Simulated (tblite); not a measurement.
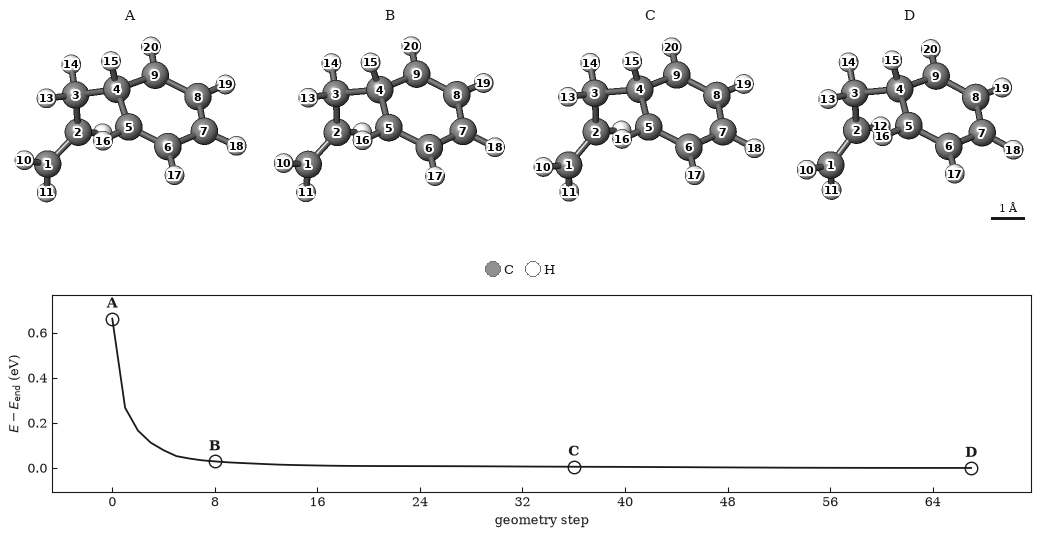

Frames of a relaxation of C9H11 (charge +1), marked on the history of the run. A ball-and-stick model, seen from a free direction.

Computed with GFN2-xTB geometry optimisation, gas phase (tblite). 

Question: Describe the path.

Answer: The atom that moves furthest after the best rigid fit is H10 (0.32 Å). Largest moves by element: H 0.32 Å, C 0.12 Å. Among the contacts that change: C8–C9 1.451 → 1.369 Å, C7–C8 1.326 → 1.398 Å, C3–C4 1.514 → 1.582 Å, C6–C7 1.449 → 1.399 Å. Bond angles that change, for instance: C3–C4–H15 108.0° → 99.9°, C1–C2–C3 115.5° → 123.4°, C3–C2–H12 122.8° → 115.6°. Over 67 geometry steps the energy falls by 0.662 eV. From step 0 to 8: H10 moves most (0.10 Å), energy −0.633 eV. From step 8 to 36: H10 moves most (0.13 Å), energy −0.024 eV. From step 36 to 67: H19 moves most (0.15 Å), energy −0.005 eV.

```tsv
step	E − E(0), eV
0	0.0000
1	-0.3953
2	-0.4964
3	-0.5502
4	-0.5838
5	-0.6100
6	-0.6205
7	-0.6286
8	-0.6334
9	-0.6375
10	-0.6403
13	-0.6477
16	-0.6515
19	-0.6536
22	-0.6541
25	-0.6544
28	-0.6549
31	-0.6558
34	-0.6566
37	-0.6573
40	-0.6578
43	-0.6586
46	-0.6594
49	-0.6603
52	-0.6611
55	-0.6616
58	-0.6620
61	-0.6622
64	-0.6623
67	-0.6624
```
